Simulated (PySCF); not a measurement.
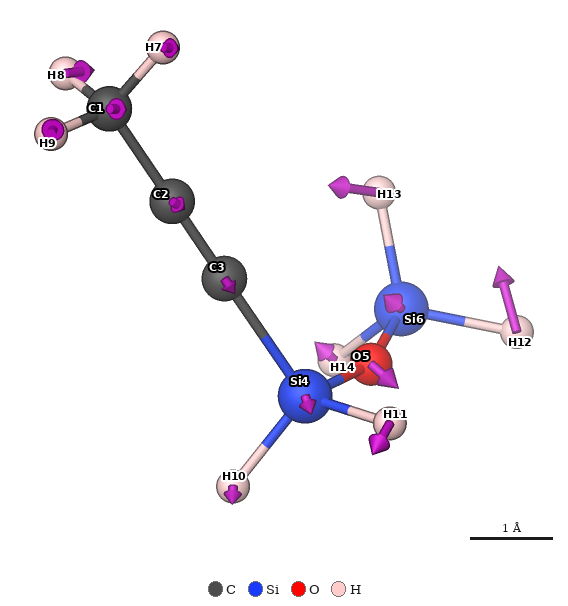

This is a relaxation of C₃H₈OSi₂. The starting structure is drawn; purple arrows show the displacements, magnified 2 times. The two geometries are superimposed by the best rigid fit.

Style: ball-and-stick. Shown from a free direction.

The start comes from GFN2-xTB.

Theory: PBE0-D3(BJ)/def2-SVP geometry optimisation, gas phase in PySCF. 

### Atoms of which element are displaced furthest, and by how much?

Hydrogen: up to 0.45 Å, against 0.25 Å for oxygen.

### Describe the change and its energy.

After 9 geometry steps the energy has fallen by 0.187 eV. The largest force component goes from 1.5 to 0.011 eV/Å. The atom that moves furthest after the best rigid fit is H12 (0.45 Å). By element the largest moves are H 0.45 Å, O 0.25 Å, Si 0.19 Å, C 0.19 Å. Among the contacts that change: O5–Si6 1.614 → 1.658 Å, Si4–O5 1.625 → 1.657 Å, Si4–H10 1.464 → 1.491 Å, C3–Si4 1.847 → 1.826 Å. Bond angles that change, for instance: Si4–O5–Si6 161.3° → 143.9°, H10–Si4–H11 114.5° → 109.8°, O5–Si6–H12 104.6° → 108.3°. The run took roughly 120 core-seconds on a shared host.
